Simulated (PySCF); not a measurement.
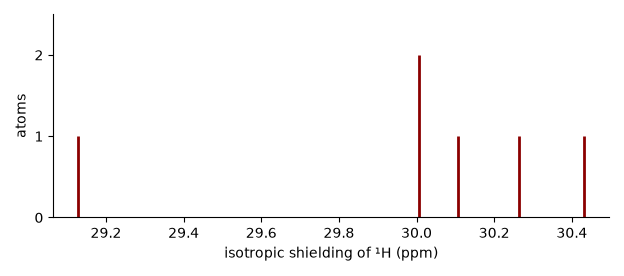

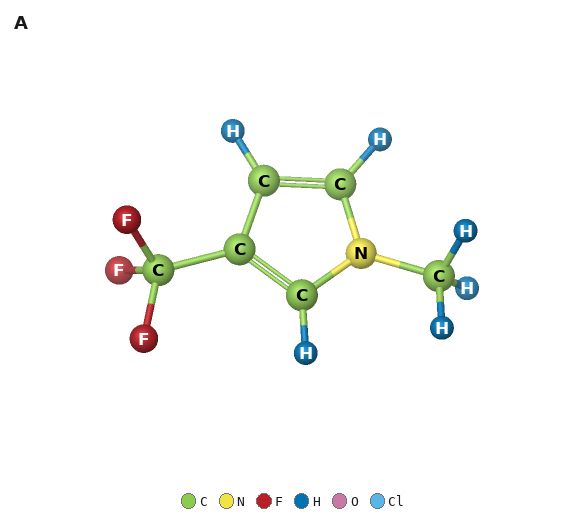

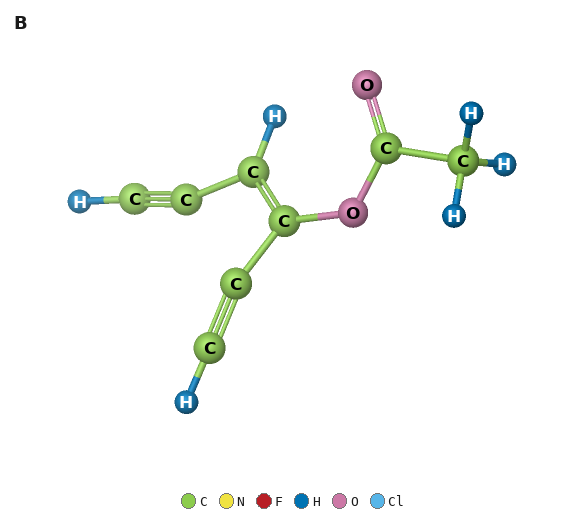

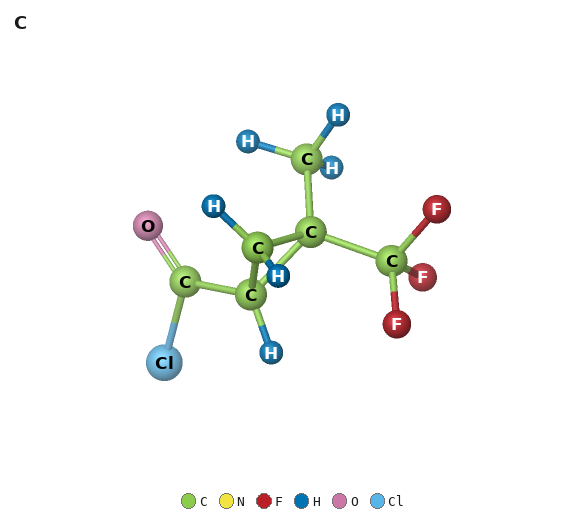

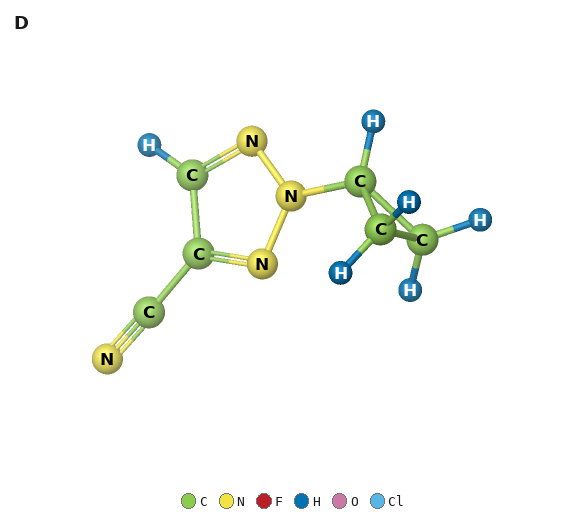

The sticks are computed shieldings of one of the molecules, for one fixed geometry (GFN2-xTB) without averaging over rotations. Low shielding means a high chemical shift. Method: GIAO PBE0/pcSseg-1 NMR shielding, non-relativistic, gas phase (PySCF 2.14.0).

### Which molecule gives this pattern?

C, `C[C@@]1(C(F)(F)F)C[C@H]1C(=O)Cl`. Its 6 H atoms give lines at 29.13, 30.01 (2 atoms), 30.11, 30.26, 30.43 ppm.
